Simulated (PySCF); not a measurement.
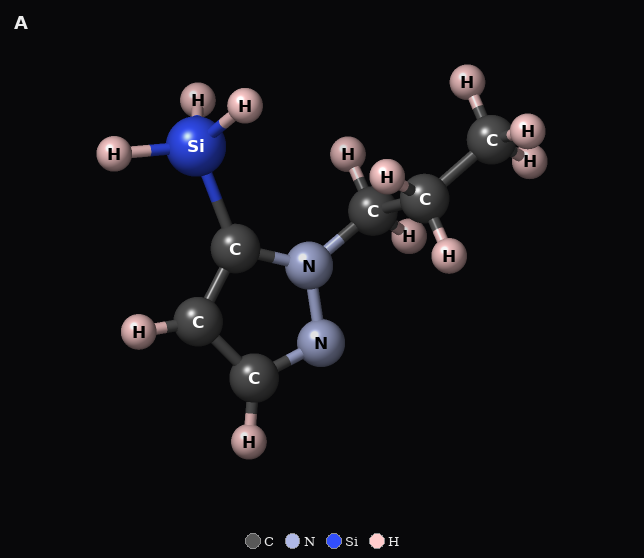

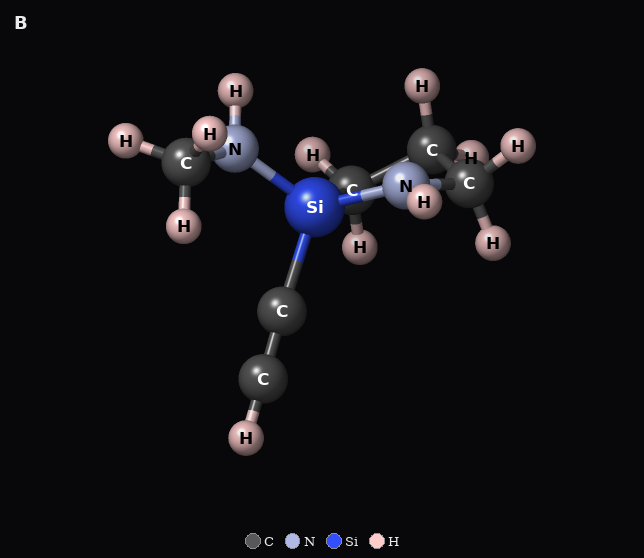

2 stationary structures of one formula. Geometries: GFN2-xTB. Electronic energies: PBE0/pcSseg-1 (PySCF 2.14.0), without zero-point energy. No frequency run is at hand to confirm each as a minimum. Each is one conformer, not always the lowest.

Which is lowest in energy, and by how much?

Answer. B is lowest; A lies 29.6 kJ/mol above it. A is `CCCn1nccc1[SiH3]`, B is `C#C[Si@]1(NC)CCCN1`.

The geometry is semi-empirical. Around Si such bond lengths and angles can be off by a tenth of an ångström or more and by several degrees, and values that hang on the shape move with them.
